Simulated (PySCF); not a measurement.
SMILES CN(C)[SiH2]C[CH2][GeH3], GFN2-xTB optimised geometry. Atoms within 1.6 Å of the plane z = 0.8 Å (x, y, z in Å): Si1 (0.51, 0.80, 0.00), N2 (2.23, 0.80, 0.00), C4 (2.92, 1.22, 1.19), Ge7 (-2.55, -1.01, -0.13), H8 (0.15, 0.10, 1.24), H9 (-0.14, 2.14, 0.00), H13 (2.32, 0.98, 2.06), H14 (3.12, 2.30, 1.19), H15 (3.88, 0.70, 1.26), H20 (-2.61, -0.15, 1.09), H21 (-3.97, -1.33, -0.50), H22 (-1.90, -2.30, 0.26).

Method: CAM-B3LYP/def2-SVP (PySCF).

Map of the electron localisation function on the plane z = 0.8 Å:

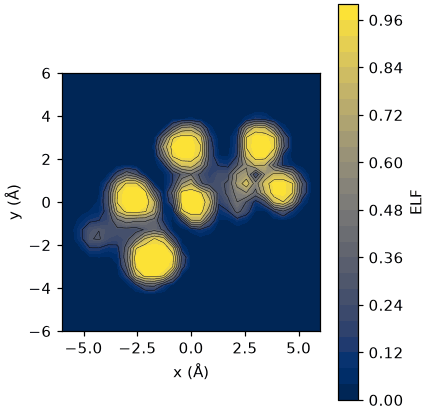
*Electron localisation function on the plane z = 0.8 Å.*
